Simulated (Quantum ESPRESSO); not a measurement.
## MgS (F-43m): how pressure shifts the optical phonon

Wanted: a fit of frequency against volume for MgS (F-43m), tested on a run that is left out of it.

Program: Quantum ESPRESSO 7.5. Level of theory: DFT LDA, scalar-relativistic, plane waves, PseudoDojo norm-conserving pseudopotentials. Results are calculated unless marked as measured.

## 1. The relaxed structure

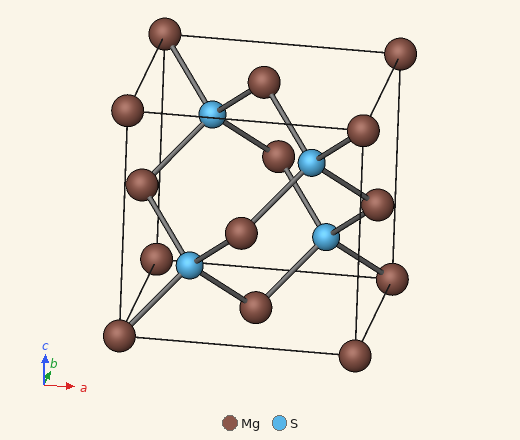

The starting structure, seen slightly off an axis (magnesium brown, sulfur blue). This picture shows the conventional cell, with its axes. Bonds to atoms that aren't drawn are left out. Some periodic images of atoms are drawn too.

Structure file:

```cif
data_structure
_symmetry_space_group_name_H-M 'F-43m'
_symmetry_Int_Tables_number 216
_cell_length_a 5.5963
_cell_length_b 5.5963
_cell_length_c 5.5963
_cell_angle_alpha 90.000
_cell_angle_beta 90.000
_cell_angle_gamma 90.000
_cell_volume 175.27
loop_
_atom_site_label
_atom_site_type_symbol
_atom_site_symmetry_multiplicity
_atom_site_Wyckoff_symbol
_atom_site_fract_x
_atom_site_fract_y
_atom_site_fract_z
_atom_site_occupancy
Mg1 Mg 4 a 0.00000 0.00000 0.00000 1
S1 S 4 c 0.75000 0.25000 0.75000 1
```

This is the cell after its relaxation at this level of theory, not the database cell from which that began.

## 2. Runs at several volumes

The relaxed cell is scaled uniformly; in this structure symmetry fixes all atoms, so nothing has to be relaxed anew. Each volume gets a ground state and a response at Γ. The mode followed is the highest one without the macroscopic field, of symmetry T2; longitudinal polar modes lie higher. Cutoff 92 Ry, k mesh 8×8×8.

From the response at V/V₀ = 0.94:

The log of the run:

```text
[banners, grids, parts of the stress and lines that vanish by symmetry left out]
Program PHONON v.7.5
     Reading xml data from directory:

[...]
Exchange-correlation= PW
                           (   1   4   0   0   0   0   0)
[...]
kinetic-energy cut-off    =      92.0000  Ry
     charge density cut-off    =     368.0000  Ry
     convergence threshold     =      1.0E-18
[...]
Exchange-correlation= PW
                           (   1   4   0   0   0   0   0)
[...]
q = (   0.0000000   0.0000000   0.0000000 )
     25 Sym.Ops. (with q -> -q+G )
     G cutoff =  500.2018  (  33223 G-vectors)     FFT grid: ( 45, 45, 45)
     number of k points=    29
[...]
Mode symmetry, T_d (-43m)  point group:
[...]
Dielectric constant
[...]
End of electric fields calculation
          Dielectric constant in cartesian axis
          (       4.235340474       0.000000000      -0.000000000 )
          (       0.000000000       4.235340474       0.000000000 )
          (      -0.000000000       0.000000000       4.235340474 )
          Effective charges (d Force / dE) in cartesian axis without acoustic sum rule applied (asr)
           atom    1  Mg    Mean Z*:        1.83962
      Ex  (        1.83962        0.00000       -0.00000 )
      Ey  (        0.00000        1.83962        0.00000 )
      Ez  (        0.00000        0.00000        1.83962 )
           atom    2  S     Mean Z*:       -1.84219
      Ex  (       -1.84219        0.00000        0.00000 )
      Ey  (       -0.00000       -1.84219       -0.00000 )
      Ez  (        0.00000       -0.00000       -1.84219 )
          Effective charges Sum: Mean:       -0.00257
[...]
Effective charges (d Force / dE) in cartesian axis with asr applied:
           atom    1  Mg    Mean Z*:        1.84090
[...]
atom    2  S     Mean Z*:       -1.84090
[...]
Representation #   1 modes #   1   2   3
[...]
End of self-consistent calculation
     Convergence has been achieved
     Representation #   2 modes #   4   5   6
[...]
End of self-consistent calculation
     Convergence has been achieved
[...]
Dielectric constant in cartesian axis
          (       4.235340474       0.000000000      -0.000000000 )
          (       0.000000000       4.235340474       0.000000000 )
          (      -0.000000000       0.000000000       4.235340474 )
          Effective charges (d Force / dE) in cartesian axis without acoustic sum rule applied (asr)
           atom    1  Mg    Mean Z*:        1.83962
      Ex  (        1.83962        0.00000       -0.00000 )
      Ey  (        0.00000        1.83962        0.00000 )
      Ez  (        0.00000        0.00000        1.83962 )
           atom    2  S     Mean Z*:       -1.84219
      Ex  (       -1.84219        0.00000        0.00000 )
      Ey  (       -0.00000       -1.84219       -0.00000 )
      Ez  (        0.00000       -0.00000       -1.84219 )
          Effective charges Sum: Mean:       -0.00257
[...]
Effective charges (d Force / dE) in cartesian axis with asr applied:
           atom    1  Mg    Mean Z*:        1.84090
[...]
atom    2  S     Mean Z*:       -1.84090
[...]
q = (    0.000000000   0.000000000   0.000000000 )
[...]
freq (    1) =       0.125393 [THz] =       4.182656 [cm-1]
     freq (    2) =       0.125393 [THz] =       4.182656 [cm-1]
     freq (    3) =       0.125393 [THz] =       4.182656 [cm-1]
     freq (    4) =      11.304924 [THz] =     377.091669 [cm-1]
     freq (    5) =      11.304924 [THz] =     377.091669 [cm-1]
     freq (    6) =      11.304924 [THz] =     377.091669 [cm-1]
[...]
Mode symmetry, T_d (-43m)  point group:
     freq (   1-   3) =          4.2  [cm-1]   --> T_2  G_15 P_4   I+R
     freq (   4-   6) =        377.1  [cm-1]   --> T_2  G_15 P_4   I+R

   JOB DONE.
```

One volume, V/V₀ = 0.97, is held back as a test.

| V/V₀ | volume (Å³/atom) | pressure (GPa) | ω (cm⁻¹) |
| --- | --- | --- | --- |
| 0.94 | 20.594 | 4.30 | 377.09 |
| 0.97 | 21.251 | 1.99 | held back |
| 1 | 21.909 | 0.00 | 343.36 |
| 1.03 | 22.566 | -1.71 | 327.78 |
| 1.06 | 23.223 | -3.18 | 313.03 |

## 3. The fit

The mode Grüneisen parameter is γ = −d ln ω / d ln V.

| ln(V/V₀) | ln ω |
| --- | --- |
| -0.0619 | 5.9325 |
| 0.0000 | 5.8388 |
| 0.0296 | 5.7923 |
| 0.0583 | 5.7463 |

A straight line through these points has the slope -1.547, so γ = 1.55; at V/V₀ = 0.97 it predicts ω = exp(5.8375 + 0.0471) = 359.47 cm⁻¹.

A parabola of pressure against ln V through V/V₀ = 0.97, 1 and 1.03 gives the bulk modulus B = −dP/d ln V = 62 GPa at V₀. With ω₀ from the fitted line the pressure coefficient follows as dω/dP = γ ω₀ / B = 1.55 × 342.9 / 62 = 8.62 cm⁻¹/GPa.

## 4. The run that was held back

The log of the run:

```text
[banners, grids, parts of the stress and lines that vanish by symmetry left out]
[banner, memory and clock lines left out]
Program PHONON v.7.5

[...]
Exchange-correlation= PW
                           (   1   4   0   0   0   0   0)
[...]
kinetic-energy cut-off    =      92.0000  Ry
     charge density cut-off    =     368.0000  Ry
     convergence threshold     =      1.0E-18
[...]
Exchange-correlation= PW
                           (   1   4   0   0   0   0   0)
[...]
q = (   0.0000000   0.0000000   0.0000000 )
     25 Sym.Ops. (with q -> -q+G )
     G cutoff =  510.7886  (  34327 G-vectors)     FFT grid: ( 45, 45, 45)
     number of k points=    29
[...]
Mode symmetry, T_d (-43m)  point group:
[...]
Dielectric constant
[...]
End of electric fields calculation
          Dielectric constant in cartesian axis
          (       4.221860134       0.000000000       0.000000000 )
          (       0.000000000       4.221860134       0.000000000 )
          (      -0.000000000       0.000000000       4.221860134 )
          Effective charges (d Force / dE) in cartesian axis without acoustic sum rule applied (asr)
           atom    1  Mg    Mean Z*:        1.85704
      Ex  (        1.85704        0.00000        0.00000 )
      Ey  (        0.00000        1.85704       -0.00000 )
      Ez  (        0.00000        0.00000        1.85704 )
           atom    2  S     Mean Z*:       -1.85955
      Ex  (       -1.85955       -0.00000       -0.00000 )
      Ey  (       -0.00000       -1.85955        0.00000 )
      Ez  (       -0.00000        0.00000       -1.85955 )
[...]
Representation #   1 modes #   1   2   3
[...]
End of self-consistent calculation
     Convergence has been achieved
     Representation #   2 modes #   4   5   6
[...]
End of self-consistent calculation
     Convergence has been achieved
[...]
Dielectric constant in cartesian axis
          (       4.221860134       0.000000000       0.000000000 )
          (       0.000000000       4.221860134       0.000000000 )
          (      -0.000000000       0.000000000       4.221860134 )
          Effective charges (d Force / dE) in cartesian axis without acoustic sum rule applied (asr)
           atom    1  Mg    Mean Z*:        1.85704
      Ex  (        1.85704        0.00000        0.00000 )
      Ey  (        0.00000        1.85704       -0.00000 )
      Ez  (        0.00000        0.00000        1.85704 )
           atom    2  S     Mean Z*:       -1.85955
      Ex  (       -1.85955       -0.00000       -0.00000 )
      Ey  (       -0.00000       -1.85955        0.00000 )
      Ez  (       -0.00000        0.00000       -1.85955 )
          Effective charges Sum: Mean:       -0.00251
[...]
Effective charges (d Force / dE) in cartesian axis with asr applied:
           atom    1  Mg    Mean Z*:        1.85829
[...]
atom    2  S     Mean Z*:       -1.85829
[...]
q = (    0.000000000   0.000000000   0.000000000 )
[...]
freq (    1) =       0.131814 [THz] =       4.396836 [cm-1]
     freq (    2) =       0.131814 [THz] =       4.396836 [cm-1]
     freq (    3) =       0.131814 [THz] =       4.396836 [cm-1]
     freq (    4) =      10.785324 [THz] =     359.759680 [cm-1]
     freq (    5) =      10.785324 [THz] =     359.759680 [cm-1]
     freq (    6) =      10.785324 [THz] =     359.759680 [cm-1]
[...]
Mode symmetry, T_d (-43m)  point group:
     freq (   1-   3) =          4.4  [cm-1]   --> T_2  G_15 P_4   I+R
     freq (   4-   6) =        359.8  [cm-1]   --> T_2  G_15 P_4   I+R
```

It gives 359.76 cm⁻¹ against the predicted 359.47 cm⁻¹, a miss of 0.3 cm⁻¹.

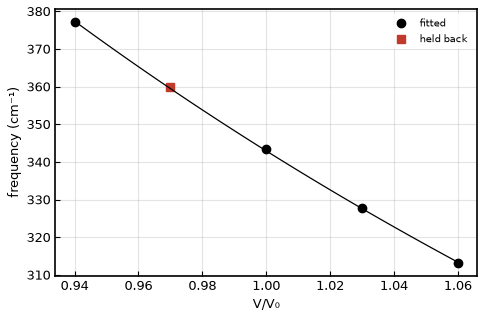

Frequency against volume, with the power-law fit.

## 5. What came out

```
mode Grüneisen parameter : 1.547
bulk modulus             : 61.5 GPa
pressure coefficient     : 8.62 cm⁻¹/GPa
```

What this shows: The highest optical mode of MgS (F-43m) without the LO-TO term stiffens by 8.62 cm⁻¹ a GPa near the relaxed volume, with γ = 1.55. The power law meets all 5 runs within 0.13 %; between neighbouring volumes γ runs from 1.50 to 1.60. Such a coefficient turns a measured shift of this mode into a hydrostatic stress; uniaxial or biaxial stress splits the mode and needs deformation potentials. These are harmonic values at zero temperature for the structure held cubic, which a run at Γ can't show to be stable; the bulk modulus rests on three points.

[Host names and launcher messages were left out of these logs when they were recorded.]

[Logs are printed without paths, hosts, clocks, repeated set-up lines and the standing remarks that a program may print on its own settings, such as how far it seeks lower states.]

[Hosts, paths, dates, database ids (printed as entryN), source tags and the programs' standing remarks are cut or masked in the printed files.]
